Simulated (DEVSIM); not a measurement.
Device: Au/SiO2/p-Si capacitor, at 250 K.

```tsv
layer (left to right)	material	thickness (nm)	Na (cm⁻³)
1	SiO2	34.0	-
2	Si	3800	1.2e15
```

Metal gate on the left, work function 5.1 eV. Fixed charge at the semiconductor interface -5.2e11 cm⁻² (in units of +e); no interface traps.

The device is made up for the run: typed textbook-type constants, with dimensions and the other settings drawn at random. Values at 300 K; Nc and Nv go as T^1.5, mobilities as T to minus their exponent, the gap by Varshni's rule with the affinity fixed.

| parameter | SiO2 | Si |
|---|---|---|
| gap (eV) | 9 | 1.124 |
| affinity (eV) | 0.9 | 4.05 |
| permittivity | 3.9 | 11.7 |
| Nc (cm⁻³) | - | 2.86e19 |
| Nv (cm⁻³) | - | 3.1e19 |
| Varshni α (eV/K) | - | 0.000473 |
| Varshni β (K) | - | 636 |

DEVSIM, 1D Poisson equation in equilibrium, Boltzmann statistics, complete ionisation; no quantum confinement or tunnelling. Metal contacts follow the ideal Schottky-Mott rule: no Fermi-level pinning, no interface dipoles.

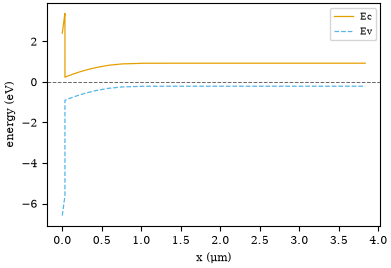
*Band edges at 1.8 V on the gate*

Energies count from the Fermi level of the right contact; mesh points crowd at the junctions.

| x (μm) | Ec (eV) | Ev (eV) | n (cm⁻³) | p (cm⁻³) | field (V/cm) |
|---|---|---|---|---|---|
| 0.000 | 2.400 | -6.600 | < 1e2 | < 1e2 | 290000 |
| 0.001677 | 2.448 | -6.552 | < 1e2 | < 1e2 | 290000 |
| 0.005395 | 2.556 | -6.444 | < 1e2 | < 1e2 | 290000 |
| 0.01432 | 2.814 | -6.186 | < 1e2 | < 1e2 | 290000 |
| 0.02794 | 3.207 | -5.793 | < 1e2 | < 1e2 | 290000 |
| 0.03203 | 3.325 | -5.675 | < 1e2 | < 1e2 | 290000 |
| 0.03388 | 3.378 | -5.622 | < 1e2 | < 1e2 | 290000 |
| 0.03616 | 0.235 | -0.901 | 3.9e14 | < 1e2 | 16000 |
| 0.04112 | 0.243 | -0.893 | 2.7e14 | < 1e2 | 16000 |
| 0.05282 | 0.262 | -0.875 | 1.2e14 | < 1e2 | 15000 |
| 0.08273 | 0.307 | -0.829 | 1.4e13 | 450 | 15000 |
| 0.1961 | 0.463 | -0.673 | 9.9e9 | 650000 | 13000 |
| 0.4405 | 0.720 | -0.416 | 68000 | 9.5e10 | 8200 |
| 1.016 | 0.919 | -0.217 | < 1e2 | 1.0e15 | 370 |
| 2.730 | 0.923 | -0.213 | < 1e2 | 1.2e15 | ≈ 0 |
| 3.377 | 0.923 | -0.213 | < 1e2 | 1.2e15 | ≈ 0 |
| 3.652 | 0.923 | -0.213 | < 1e2 | 1.2e15 | ≈ 0 |
| 3.759 | 0.923 | -0.213 | < 1e2 | 1.2e15 | ≈ 0 |
| 3.813 | 0.923 | -0.213 | < 1e2 | 1.2e15 | ≈ 0 |
| 3.826 | 0.923 | -0.213 | < 1e2 | 1.2e15 | ≈ 0 |
| 3.831 | 0.923 | -0.213 | < 1e2 | 1.2e15 | ≈ 0 |
| 3.834 | 0.923 | -0.213 | < 1e2 | 1.2e15 | ≈ 0 |
